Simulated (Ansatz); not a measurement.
## The perfect Pd wire along [110], 8 atoms a period

Wanted: the relaxed geometry and the bands of the Pd wire along [110], 8 atoms a period.

Calculated with Ansatz 0.2.0; DFT PBE, plane waves, PAW; relaxation of a wire's period; PAW set soft_1, in the first sound run; inputs show where later runs differ.

### 1. The structure

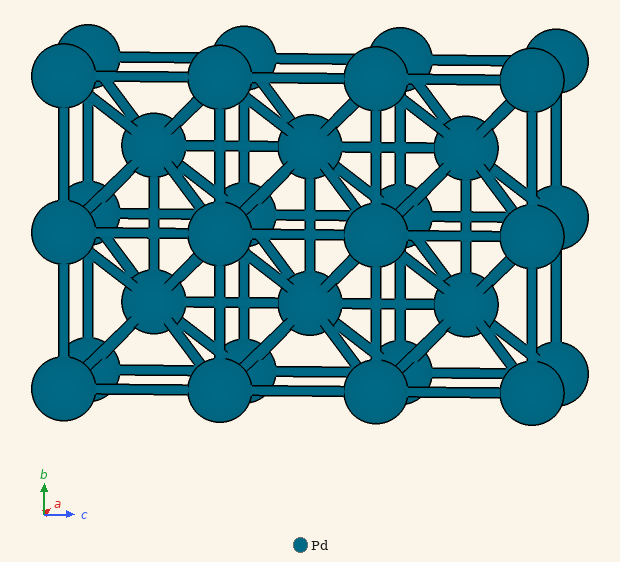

The cell as given, from the side, with the c axis across the page (palladium blue). 1×1×3 cells are drawn. Some periodic images of atoms are drawn too.

The cell holds 8 atoms: 8 Pd. Cell: a = 10.740 Å, b = 12.372 Å, c = 2.786 Å, α = 90.0°, β = 90.0°, γ = 90.0°. Vacuum lies along a and b. The structure's axis is c.

As a file:

```cif
data_structure
_symmetry_space_group_name_H-M 'P 1'
_symmetry_Int_Tables_number 1
_cell_length_a 10.7400
_cell_length_b 12.3720
_cell_length_c 2.7860
_cell_angle_alpha 90.000
_cell_angle_beta 90.000
_cell_angle_gamma 90.000
_cell_volume 370.19
loop_
_atom_site_label
_atom_site_type_symbol
_atom_site_fract_x
_atom_site_fract_y
_atom_site_fract_z
_atom_site_occupancy
Pd1 Pd 0.31657 0.72519 0.00000 1
Pd2 Pd 0.31657 0.50000 0.00000 1
Pd3 Pd 0.68343 0.72519 0.00000 1
Pd4 Pd 0.68343 0.50000 0.00000 1
Pd5 Pd 0.50000 0.38741 0.50000 1
Pd6 Pd 0.50000 0.61259 0.50000 1
Pd7 Pd 0.31657 0.27481 0.00000 1
Pd8 Pd 0.68343 0.27481 0.00000 1
```

### 2. The relaxed wire

Band widths follow the bond lengths, so the wire is relaxed first. The atoms and the third cell vector are free; the box across stays fixed as vacuum. A Fermi-Dirac smearing is set since the result may be a metal. The pressure printed is a third of the stress's trace over the whole box, vacuum included; only the stress along the axis is relaxed.

input.yaml reads:

```yaml
crystal:
  lattice:
    - [10.74, 0.0, 0.0]
    - [0.0, 12.372, 0.0]
    - [0.0, 0.0, 2.7860007179]
  atoms:
    - { symbol: Pd, position: [0.316573557, 0.72518602, 0.0] }
    - { symbol: Pd, position: [0.316573557, 0.500000058, 0.0] }
    - { symbol: Pd, position: [0.683426443, 0.72518602, 0.0] }
    - { symbol: Pd, position: [0.683426443, 0.500000058, 0.0] }
    - { symbol: Pd, position: [0.5, 0.387407077, 0.5] }
    - { symbol: Pd, position: [0.5, 0.612593039, 0.5] }
    - { symbol: Pd, position: [0.316573557, 0.274814096, 0.0] }
    - { symbol: Pd, position: [0.683426443, 0.274814096, 0.0] }
kpoints:
  mp_grid: { grid: [1, 1, 29] }
scf:
  occupations: { method: fermi_dirac, width: 0.05 }
hamiltonian:
  xc: pbe
  pseudopotentials: { kind: paw, azcp: { folder: soft_1 } }
relax:
  cell: { fix: [a, b, alpha, beta, gamma] }
  max_steps: 45
  f_tol: 0.03
```

Run with:

```bash
$ ansatz run input.yaml --threads 4 --pin off --max-ram 16384MiB --backend cpu --events-out ev --progress --plain --runs-dir out
```

Numbers of over 12 decimals in the logs are rounded to 6 here.

Log:

```text
Engine: ansatz 0.2.0, x86_64-unknown-linux-gnu
Pseudopotentials: kind: paw
Pseudopotential: Pd, paw, valence charge 18, recommended cutoff 420 eV (normal), soft_1/Pd.paw.azcp
Functional definition: PBE
  parameter kappa = 0.804
  parameter beta = 0.066725
  exchange = pbe_x(kappa = kappa, mu = beta*pi^2/3)
  correlation = pbe_c(beta = beta)
Crystal: 8 atoms, lattice volume = 370.191 Å³
Basis set: ecut = 420 eV, 7259 PW (Γ), exchange–correlation on 144×180×40 points (8 copies of the dense FFT grid, shifted against one another)
Bands: 87, of which v1, the nominal top of the filled ones, is band 72 counted from 1 (71 counted from 0)
Symmetry: 8 space group operations
Space group: Pmmm (ITA 47), of the structure as read, at distance tolerance 7.2e-5 Å
k-points: 15 of 29
Non-local potential: Pd, projectors of the file, l = 0: 2, l = 1: 2, l = 2: 2, l = 3: 1
PAW form: soft (Blöchl's): semilocal exchange-correlation on the pseudo side does not see the compensation charge
PAW one-centre angular grid: Pd, 590 points (default); XC on 64 Gauss nodes
Initial density: superposition of atomic densities (neutral atoms: chi_scale 0, normalization atom)
Initial wavefunctions: pseudopotential atomic-orbital guess
Functional: x = pbe(κ = 0.804, μ = 0.219515), c = pbe(β = 0.066725)
SCF iter   1: F=—  HF=-55783.085484 eV  |F-HF|=—  |Δ(HF+E_count)|=         —  Δρ=9.22e-2  dr2=4.16e1  ethr=3.10e-3  ⟨swp⟩=6.1  Hψ=4706  notcnv=0  defer=12
preconditioner: auto → LDOS  [metal: Δε(μ)=0.006 eV  Ē_g=4.751 eV  σ=0.050 eV  W_gap=0.03  n_scr=64 (ndim 8)  ℏωp=17.3 eV  f_vac=0.556  D(μ)=18.60/eV (n_scr^D=174)  β→1.0]
SCF iter   2: F=—  HF=-55782.975062 eV  |F-HF|=—  |Δ(HF+E_count)|=   1.10e-1  Δρ=8.70e-2  dr2=3.29e1  ethr=3.10e-3  ⟨swp⟩=3.7  Hψ=3519  notcnv=0  defer=71
SCF iter   3: F=—  HF=-55775.757775 eV  |F-HF|=—  |Δ(HF+E_count)|=    7.22e0  Δρ=1.95e-2  dr2=3.11e0  ethr=3.10e-3  ⟨swp⟩=3.1  Hψ=3244  notcnv=0  defer=92
SCF iter   4: F=—  HF=-55775.776868 eV  |F-HF|=—  |Δ(HF+E_count)|=   1.91e-2  Δρ=8.79e-3  dr2=1.75e0  ethr=2.16e-3  ⟨swp⟩=2.3  Hψ=1634  notcnv=0  defer=80
SCF iter   5: F=—  HF=-55775.698801 eV  |F-HF|=—  |Δ(HF+E_count)|=   7.81e-2  Δρ=6.69e-3  dr2=3.83e-1  ethr=1.22e-3  ⟨swp⟩=2.0  Hψ=1337  notcnv=0  defer=80
SCF iter   6: F=—  HF=-55775.687046 eV  |F-HF|=—  |Δ(HF+E_count)|=   1.18e-2  Δρ=2.49e-3  dr2=3.61e-2  ethr=2.66e-4  ⟨swp⟩=2.0  Hψ=1333  notcnv=0  defer=80
SCF iter   7: F=—  HF=-55775.687736 eV  |F-HF|=—  |Δ(HF+E_count)|=   6.90e-4  Δρ=1.43e-3  dr2=1.42e-2  ethr=2.51e-5  ⟨swp⟩=2.1  Hψ=1946  notcnv=0  defer=79
SCF iter   8: F=—  HF=-55775.687873 eV  |F-HF|=—  |Δ(HF+E_count)|=   1.37e-4  Δρ=6.61e-4  dr2=3.70e-3  ethr=9.90e-6  ⟨swp⟩=2.0  Hψ=1926  notcnv=0  defer=79
SCF iter   9: F=—  HF=-55775.687714 eV  |F-HF|=—  |Δ(HF+E_count)|=   1.59e-4  Δρ=3.68e-4  dr2=1.36e-3  ethr=2.57e-6  ⟨swp⟩=1.7  Hψ=1333  notcnv=0  defer=79
SCF iter  10: F=—  HF=-55775.687692 eV  |F-HF|=—  |Δ(HF+E_count)|=   2.22e-5  Δρ=2.40e-4  dr2=4.26e-4  ethr=9.44e-7  ⟨swp⟩=1.4  Hψ=1253  notcnv=0  defer=79
SCF iter  11: F=—  HF=-55775.687677 eV  |F-HF|=—  |Δ(HF+E_count)|=   1.49e-5  Δρ=6.61e-5  dr2=4.55e-5  ethr=2.96e-7  ⟨swp⟩=1.2  Hψ=1229  notcnv=0  defer=79
SCF iter  12: F=—  HF=-55775.687946 eV  |F-HF|=—  |Δ(HF+E_count)|=   2.69e-4  Δρ=1.87e-5  dr2=1.55e-6  ethr=3.16e-8  ⟨swp⟩=2.0  Hψ=1716  notcnv=0  defer=79
SCF iter  13: F=—  HF=-55775.687947 eV  |F-HF|=—  |Δ(HF+E_count)|=   8.36e-7  Δρ=8.36e-6  dr2=3.15e-7  ethr=1.07e-9  ⟨swp⟩=2.0  Hψ=1852  notcnv=0  defer=79
SCF iter  14: F=-55775.687947 eV  HF=-55775.687947 eV  |F-HF|=1.50e-8  |Δ(HF+E_count)|=   8.01e-9  Δρ=2.67e-6  dr2=2.93e-8  ethr=6.94e-11  ⟨swp⟩=5.0  Hψ=4442  notcnv=0
SCF 1 converged in 14 iterations: F = -55775.687947 eV  dr2 = 2.93e-8
  greatest PAW one-centre occupation: 0.999 electrons in one spin orbital (limit 2), on the Pd atom at site 7 (counted from 0), in its partial waves of l = 0
relax step   1: F+E_penalty+E_count = -55775.68794651 eV  Δ(F+E_penalty+E_count) = +0.000e0 eV  max|allowed force component| = 8.529e-1 eV/Å  Δτ_max = 0.0000 Å  P = -3.190 GPa  Ω = 370.191 Å³  fix = [a, b, alpha, beta, gamma]  reactions: a -1.786, b -3.287 GPa  (14 SCF iters, dr2 threshold 1.00e-7 eV, accepted)
Crystal: 8 atoms, lattice volume = 354.944 Å³
Basis set: ecut = 420 eV, 7015 PW (Γ), exchange–correlation on 144×180×40 points (8 copies of the dense FFT grid, shifted against one another)
Initial density: handed on by an earlier stage of this run
Initial wavefunctions: those handed on with the density
iter 1 solved again at ethr=1.02e-3 eV; its pass at ethr=3.10e-3 eV (dr2=1.47e0 eV) is discarded
SCF iter   1: F=—  HF=-55776.381375 eV  |F-HF|=—  |Δ(HF+E_count)|=         —  Δρ=1.97e-2  dr2=1.47e0  ethr=1.02e-3  ⟨swp⟩=2.5  Hψ=6487  notcnv=0
preconditioner: auto → LDOS  [metal: Δε(μ)=0.022 eV  Ē_g=5.849 eV  σ=0.050 eV  W_gap=0.11  n_scr=60 (ndim 8)  ℏωp=17.6 eV  f_vac=0.559  D(μ)=17.81/eV (n_scr^D=166)  β→1.0]
SCF iter   2: F=—  HF=-55776.284420 eV  |F-HF|=—  |Δ(HF+E_count)|=   9.70e-2  Δρ=9.55e-3  dr2=8.91e-1  ethr=1.02e-3  ⟨swp⟩=3.2  Hψ=2372  notcnv=0  defer=8
SCF iter   3: F=—  HF=-55776.177452 eV  |F-HF|=—  |Δ(HF+E_count)|=   1.07e-1  Δρ=5.49e-3  dr2=1.88e-1  ethr=6.19e-4  ⟨swp⟩=2.7  Hψ=2057  notcnv=0  defer=18
SCF iter   4: F=—  HF=-55776.167670 eV  |F-HF|=—  |Δ(HF+E_count)|=   9.78e-3  Δρ=2.19e-3  dr2=7.38e-2  ethr=1.31e-4  ⟨swp⟩=2.9  Hψ=2157  notcnv=0  defer=85
SCF iter   5: F=—  HF=-55776.163927 eV  |F-HF|=—  |Δ(HF+E_count)|=   3.74e-3  Δρ=1.63e-3  dr2=1.34e-2  ethr=5.13e-5  ⟨swp⟩=2.0  Hψ=1954  notcnv=0  defer=85
SCF iter   6: F=—  HF=-55776.162554 eV  |F-HF|=—  |Δ(HF+E_count)|=   1.37e-3  Δρ=5.18e-4  dr2=2.33e-3  ethr=9.28e-6  ⟨swp⟩=2.0  Hψ=1914  notcnv=0  defer=85
SCF iter   7: F=—  HF=-55776.162493 eV  |F-HF|=—  |Δ(HF+E_count)|=   6.11e-5  Δρ=3.07e-4  dr2=7.58e-4  ethr=1.62e-6  ⟨swp⟩=2.0  Hψ=1560  notcnv=0  defer=85
SCF iter   8: F=—  HF=-55776.162538 eV  |F-HF|=—  |Δ(HF+E_count)|=   4.54e-5  Δρ=1.97e-4  dr2=2.74e-4  ethr=5.26e-7  ⟨swp⟩=1.5  Hψ=1315  notcnv=0  defer=85
SCF iter   9: F=—  HF=-55776.162518 eV  |F-HF|=—  |Δ(HF+E_count)|=   2.05e-5  Δρ=7.86e-5  dr2=5.24e-5  ethr=1.90e-7  ⟨swp⟩=1.7  Hψ=1425  notcnv=0  defer=85
SCF iter  10: F=—  HF=-55776.162516 eV  |F-HF|=—  |Δ(HF+E_count)|=   1.57e-6  Δρ=4.07e-5  dr2=9.01e-6  ethr=3.64e-8  ⟨swp⟩=2.0  Hψ=1584  notcnv=0  defer=85
SCF iter  11: F=—  HF=-55776.162516 eV  |F-HF|=—  |Δ(HF+E_count)|=   1.04e-7  Δρ=1.32e-5  dr2=1.31e-6  ethr=6.26e-9  ⟨swp⟩=2.0  Hψ=1704  notcnv=0  defer=85
[...]
SCF iter   2: F=—  HF=-55776.372264 eV  |F-HF|=—  |Δ(HF+E_count)|=   2.93e-2  Δρ=6.48e-3  dr2=3.64e-1  ethr=1.49e-4  ⟨swp⟩=3.8  Hψ=3110  notcnv=0
SCF iter   3: F=—  HF=-55776.292358 eV  |F-HF|=—  |Δ(HF+E_count)|=   7.99e-2  Δρ=1.21e-3  dr2=4.81e-3  ethr=1.49e-4  ⟨swp⟩=2.9  Hψ=2259  notcnv=0  defer=13
SCF iter   4: F=—  HF=-55776.291647 eV  |F-HF|=—  |Δ(HF+E_count)|=   7.11e-4  Δρ=4.92e-4  dr2=1.83e-3  ethr=3.34e-6  ⟨swp⟩=2.1  Hψ=2580  notcnv=0  defer=40
SCF iter   5: F=—  HF=-55776.291450 eV  |F-HF|=—  |Δ(HF+E_count)|=   1.97e-4  Δρ=2.43e-4  dr2=4.07e-4  ethr=1.27e-6  ⟨swp⟩=2.0  Hψ=1750  notcnv=0  defer=40
SCF iter   6: F=—  HF=-55776.291679 eV  |F-HF|=—  |Δ(HF+E_count)|=   2.29e-4  Δρ=1.23e-4  dr2=1.84e-4  ethr=2.83e-7  ⟨swp⟩=2.1  Hψ=1594  notcnv=0  defer=40
SCF iter   7: F=—  HF=-55776.291669 eV  |F-HF|=—  |Δ(HF+E_count)|=   9.34e-6  Δρ=6.02e-5  dr2=2.56e-5  ethr=1.28e-7  ⟨swp⟩=1.1  Hψ=1247  notcnv=0  defer=40
SCF iter   8: F=—  HF=-55776.291667 eV  |F-HF|=—  |Δ(HF+E_count)|=   1.91e-6  Δρ=2.15e-5  dr2=2.71e-6  ethr=1.78e-8  ⟨swp⟩=1.5  Hψ=1440  notcnv=0  defer=40
SCF iter   9: F=-55776.291667 eV  HF=-55776.291668 eV  |F-HF|=1.93e-7  |Δ(HF+E_count)|=   3.63e-7  Δρ=7.63e-6  dr2=3.69e-7  ethr=5.56e-10  ⟨swp⟩=4.8  Hψ=4303  notcnv=0
SCF 3 converged in 9 iterations: F = -55776.291667 eV  dr2 = 3.69e-7
relax step   3: F+E_penalty+E_count = -55776.29166745 eV  Δ(F+E_penalty+E_count) = -1.292e-1 eV  max|allowed force component| = 1.022e-1 eV/Å  Δτ_max = 0.1090 Å  P = -0.311 GPa  Ω = 354.468 Å³  energy of the carried Pulay correction = +1.873e-3 eV  fix = [a, b, alpha, beta, gamma]  reactions: a +0.134, b -0.460 GPa  (9 SCF iters, dr2 threshold 8.00e-7 eV, accepted)
[...]
relax step   4: F+E_penalty+E_count = -55776.30696865 eV  Δ(F+E_penalty+E_count) = -1.530e-2 eV  max|allowed force component| = 2.114e-2 eV/Å  Δτ_max = 0.0502 Å  P = -0.020 GPa  Ω = 351.921 Å³  energy of the carried Pulay correction = +2.185e-3 eV  fix = [a, b, alpha, beta, gamma]  reactions: a +0.030, b -0.024 GPa  (9 SCF iters, dr2 threshold 8.00e-7 eV, accepted)
[...]
relax step   5: F+E_penalty+E_count = -55776.30726450 eV  Δ(F+E_penalty+E_count) = -2.958e-4 eV  max|allowed force component| = 4.159e-3 eV/Å  Δτ_max = 0.0063 Å  P = +0.034 GPa  Ω = 351.691 Å³  energy of the carried Pulay correction = +2.213e-3 eV  fix = [a, b, alpha, beta, gamma]  reactions: a +0.040, b +0.057 GPa  (10 SCF iters, dr2 threshold 1.10e-8 eV, accepted)
Basis set: ecut = 420 eV, 6931 PW (Γ), exchange–correlation on 144×180×36 points (8 copies of the dense FFT grid, shifted against one another)
Initial wavefunctions: pseudopotential atomic-orbital guess (no wavefunctions were taken with the density)
iter 1 solved again at ethr=2.27e-7 eV; its pass at ethr=3.10e-3 eV (dr2=3.26e-4 eV) is discarded
SCF iter   1: F=—  HF=-55776.303486 eV  |F-HF|=—  |Δ(HF+E_count)|=         —  Δρ=1.12e-4  dr2=8.14e-6  ethr=2.27e-7  ⟨swp⟩=4.5  Hψ=9249  notcnv=0
preconditioner: auto → LDOS  [metal: Δε(μ)=0.018 eV  Ē_g=5.873 eV  σ=0.050 eV  W_gap=0.09  n_scr=60 (ndim 8)  ℏωp=17.7 eV  f_vac=0.548  D(μ)=20.46/eV (n_scr^D=212)  β→1.0]
SCF iter   2: F=—  HF=-55776.303716 eV  |F-HF|=—  |Δ(HF+E_count)|=   2.30e-4  Δρ=5.54e-5  dr2=6.61e-6  ethr=5.65e-9  ⟨swp⟩=2.1  Hψ=2413  notcnv=0
SCF iter   3: F=—  HF=-55776.303714 eV  |F-HF|=—  |Δ(HF+E_count)|=   1.93e-6  Δρ=1.60e-5  dr2=6.96e-7  ethr=4.59e-9  ⟨swp⟩=2.0  Hψ=2265  notcnv=0
SCF iter   4: F=—  HF=-55776.303714 eV  |F-HF|=—  |Δ(HF+E_count)|=   9.12e-8  Δρ=3.54e-6  dr2=3.92e-8  ethr=4.83e-10  ⟨swp⟩=2.0  Hψ=1909  notcnv=0
SCF iter   5: F=—  HF=-55776.303714 eV  |F-HF|=—  |Δ(HF+E_count)|=   2.04e-9  Δρ=1.10e-6  dr2=2.65e-9  ethr=2.72e-11  ⟨swp⟩=2.1  Hψ=2043  notcnv=0
SCF iter   6: F=—  HF=-55776.303714 eV  |F-HF|=—  |Δ(HF+E_count)|=   1.89e-9  Δρ=3.53e-7  dr2=8.65e-10  ethr=1.84e-12  ⟨swp⟩=2.2  Hψ=2062  notcnv=0
SCF iter   7: F=—  HF=-55776.303714 eV  |F-HF|=—  |Δ(HF+E_count)|=  6.55e-11  Δρ=1.68e-7  dr2=3.13e-10  ethr=1.00e-12  ⟨swp⟩=2.3  Hψ=1798  notcnv=0
SCF iter   8: F=—  HF=-55776.303714 eV  |F-HF|=—  |Δ(HF+E_count)|=  2.18e-11  Δρ=1.11e-7  dr2=1.31e-10  ethr=1.00e-12  ⟨swp⟩=1.0  Hψ=1305  notcnv=0
SCF iter   9: F=-55776.303714 eV  HF=-55776.303714 eV  |F-HF|=4.37e-11  |Δ(HF+E_count)|=  2.18e-11  Δρ=3.87e-8  dr2=9.06e-12  ethr=1.00e-12  ⟨swp⟩=4.0  Hψ=3668  notcnv=0
SCF 6 converged in 9 iterations: F = -55776.303714 eV  dr2 = 9.06e-12
relax step   6: F+E_penalty+E_count = -55776.30371381 eV  Δ(F+E_penalty+E_count) = +3.551e-3 eV  max|allowed force component| = 4.098e-3 eV/Å  Δτ_max = 0.0000 Å  P = +0.046 GPa  Ω = 351.691 Å³  fix = [a, b, alpha, beta, gamma]  reactions: a +0.047, b +0.066 GPa  stress off target by 2.66e-2 GPa on what of the cell is left free  SCF on the basis re-selected at this cell (its energy is not comparable with the rows above)  (9 SCF iters)
basis re-selected at this cell: Δ(F+E_penalty+E_count) = +3.551e-3 eV, ΔP = +0.012 GPa vs the last step (what re-selecting the basis moved, of the pressure what is left beyond the Pulay correction that the steps carried, after the strain that the cell walked since its last selection, with what the two solves' SCF thresholds leave and, on support functions, any second-order correction that the steps lacked; it is no measure of the basis error at this ecutwfc). The dense FFT grid was sized anew with the basis: this SCF ran on 72×90×18 points, the steps before it on 72×90×20, so part of this shift can come from that change (see relax.cell in the input reference). [rest of the remark cut]
SCF converged after 9 iterations
Free energy (F): -55776.303714 eV
Harris-Foulkes:  -55776.303714 eV  (|F-HF|=4.37e-11)
Internal energy: -55776.141613 eV  (E = F + TS)
E sigma→0 (E₀):  -55776.222663 eV
Entropy (-TS):   -0.162101 eV (-20.263 meV/atom)
Fermi energy:    3.431438 eV
--- Per-component energies (eV) ---
  E_band       = -3379.704870
  E_kinetic    = 3594.512148
  E_local      = -68054.625042  (includes V_loc(G=0)·N_el)
  E_nonlocal   = 2972.357567
  E_hartree    = 31461.742833
  E_xc         = -1099.191909
  E_vxc        = -1388.370017  (∫ρ·V_xc dr)
  E_paw        = -30494.833979  (= ΣΔE_a)
  E_vpaw       = -3427.066672  (= ΣTr[D̂ρ^β])
  E_aug_tail   = 0.001845  (compensation charges beyond the density's cutoff)
  E_ewald      = 5843.894926
  E_smearing   = -0.162101  (= −TS)
  E_closure    = -0.000000  (closes the sum)
  Σ components = -55776.303714   (vs F -55776.303714, Δ=0.00e0)
--- Forces (eV/Å), atoms counted from 1 ---
  atom   1  Pd     0.00049491     0.00013989     0.00000000
  atom   2  Pd     0.00075857     0.00000000     0.00000000
  atom   3  Pd    -0.00049491     0.00013989     0.00000000
  atom   4  Pd    -0.00075857    -0.00000000     0.00000000
  atom   5  Pd     0.00000000    -0.00409806     0.00000000
  atom   6  Pd    -0.00000000     0.00409806     0.00000000
  atom   7  Pd     0.00049491    -0.00013989     0.00000000
  atom   8  Pd    -0.00049491    -0.00013989     0.00000000
  max |Σ_I F_I| component: 5.42e-20 eV/Å
--- Stress (GPa, compression-positive) ---
        0.046860      -0.000000      -0.000000
       -0.000000       0.065869       0.000000
       -0.000000       0.000000       0.026554
  P = ⅓ Tr σ = 0.0464 GPa (0.464 kbar)
--- Relaxed structure (5 steps of the walk, 5 accepted, 1 SCFs on fresh bases) ---
  F+E_penalty+E_count = -55776.30371381 eV   max|allowed force component| = 4.098e-3 eV/Å   (the final SCF, on the basis selected at the relaxed cell)
  cell:  # Å, volume = 351.6911 Å³
    - [10.74, 0.0, 0.0]
    - [0.0, 12.372, 0.0]
    - [0.0, 0.0, 2.646776]
  atoms:
    - { symbol: Pd, position: [0.307904, 0.709286, 0.0] }
    - { symbol: Pd, position: [0.314859, 0.500000, 0.0] }
    - { symbol: Pd, position: [0.692096, 0.709286, 0.0] }
    - { symbol: Pd, position: [0.685141, 0.500000, 0.0] }
    - { symbol: Pd, position: [0.5, 0.382107, 0.5] }
    - { symbol: Pd, position: [0.5, 0.617893, 0.5] }
    - { symbol: Pd, position: [0.307904, 0.290714, 0.0] }
    - { symbol: Pd, position: [0.692096, 0.290714, 0.0] }
```

The job ended after 33 s (4 threads of Intel Xeon Platinum 8375C at 2.90GHz (Ice Lake), shared host; peak memory 1.2 GiB).

(Part 1 of 2 ends here.)

[Logs are printed without paths, hosts, clocks, repeated set-up lines and the standing remarks that a program may print on its own settings, such as how far it seeks lower states.]

[Hosts, paths, dates, database ids (printed as entryN), source tags and the programs' standing remarks are cut or masked in the printed files.]
